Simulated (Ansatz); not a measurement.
**CH₄ClFSi (SMILES C[SiH](F)Cl): density, localisation and related maps**

```xyz
8

C    -0.2767    0.9583    0.0838
Si    0.3640   -0.7618   -0.0842
F     0.8460   -1.2900    1.3402
Cl   -1.1200   -2.0101   -0.7355
H     0.5098    1.6213    0.4532
H    -0.6206    1.3328   -0.8829
H    -1.1150    0.9883    0.7832
H     1.5046   -0.8959   -1.0136
```

Geometry: PBE0-D4/def2-TZVP.

Level of theory: Ansatz, RKS PBE0-D4/def2-TZVPP.

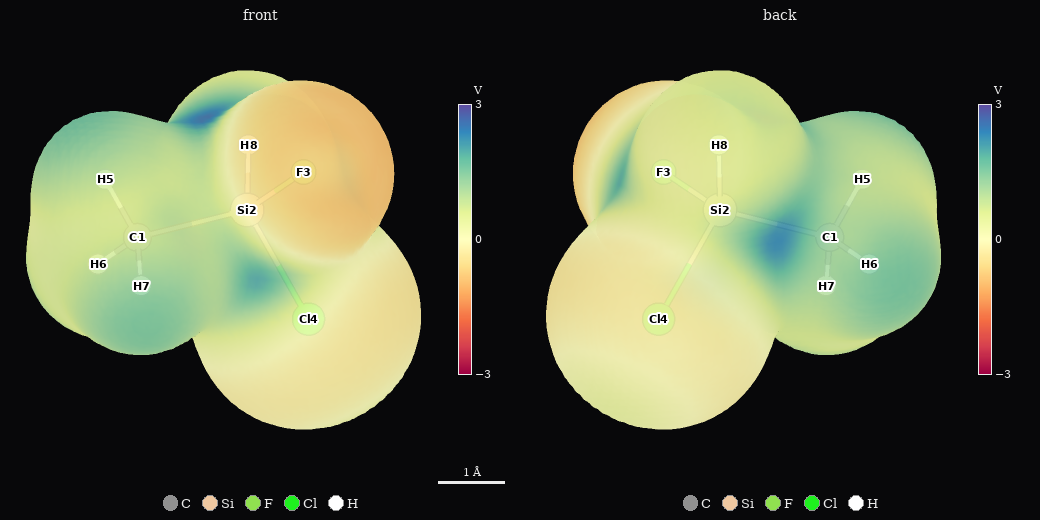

Figure 1. The electrostatic potential painted on the density surface at 0.004 e/bohr³, seen from the front and from behind; the colour scale runs from red (negative) to blue (positive).

Describe the electrostatic potential map.

The most negative region (about −0.9 V) lies over F3, the most positive (about +2.4 V) over Si2. Cl4 shows a σ-hole: about +0.4 V at the tip opposite its bond, against about −0.3 V on its flanks.

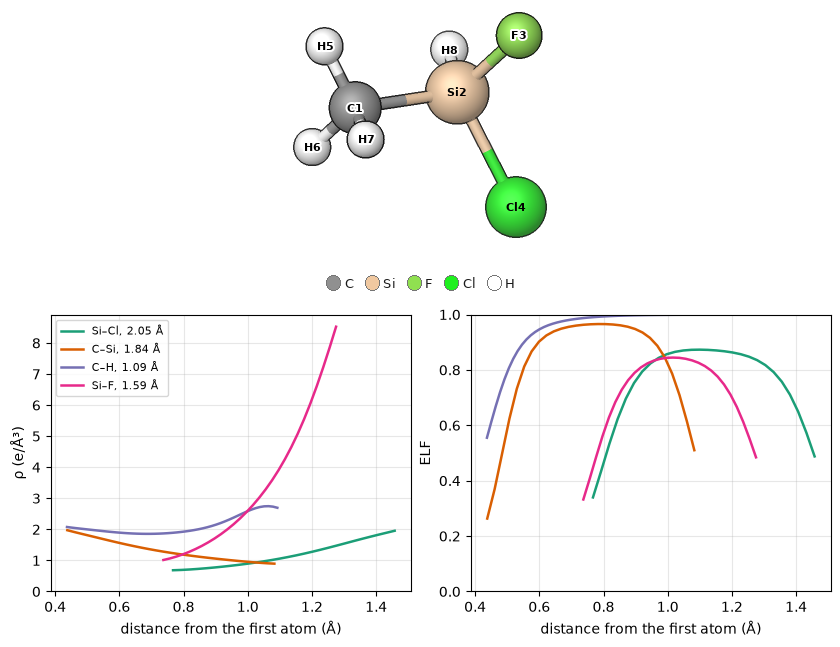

Figure 2. Electron density and ELF along straight lines between neighbouring atoms. The curves leave out the atomic cores. The structure is drawn too.

What can be read from the curves?

Si–Cl (2.05 Å): ρ at the midpoint is about 0.93 e/Å³; the ELF peaks at about 0.85 between the atoms (a shared but strongly polarised pair).
C–Si (1.84 Å): the density is about 1 e/Å³ at the midpoint; the ELF peaks at about 0.95 between the atoms (localised, covalent bonding).
C–H (1.09 Å): ρ at the midpoint is about 1.9 e/Å³; the ELF climbs to about 1 towards the hydrogen, as it does in any bond to H; a covalent bond by its length.
Si–F (1.59 Å): ρ is about 1.2 e/Å³ halfway; the ELF peaks at about 0.85 in the valence shell of F, 0.6 Å from its nucleus, and is about 0.55 at the midpoint.

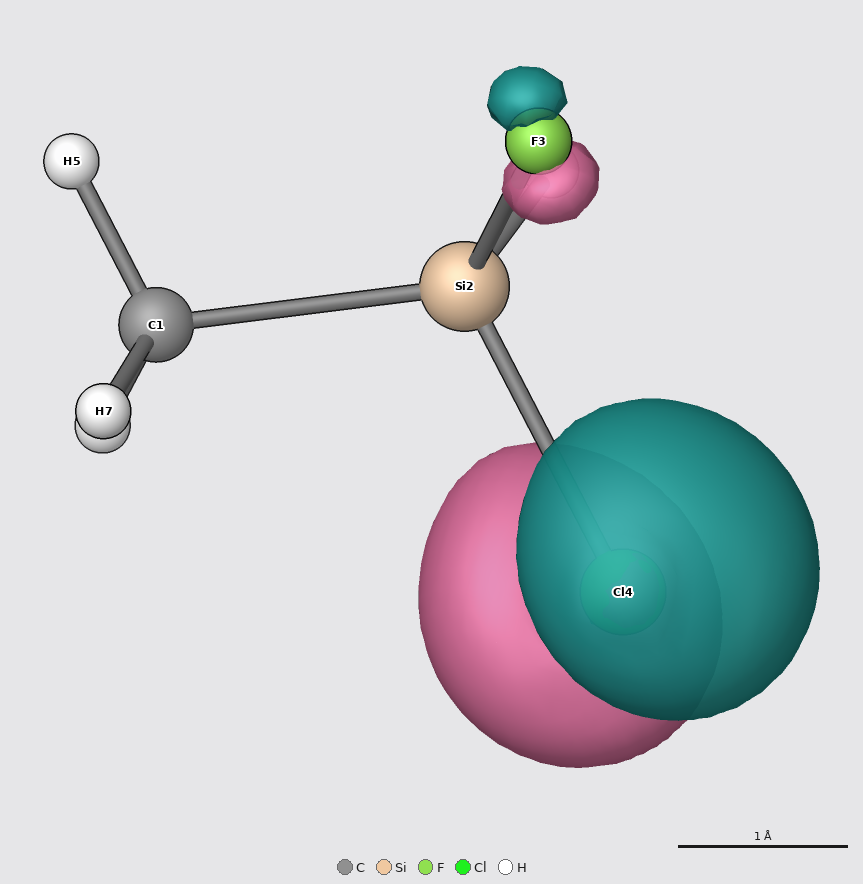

Figure 3. The HOMO−1 at ±0.2 Å⁻³ᐟ² (teal and pink are the two phases), seen across its widest extent.

Describe this orbital and give its energy.

It lies mainly on Cl4 (about 85 %); largely a lone pair of Cl4. Its energy is −9.53 eV.
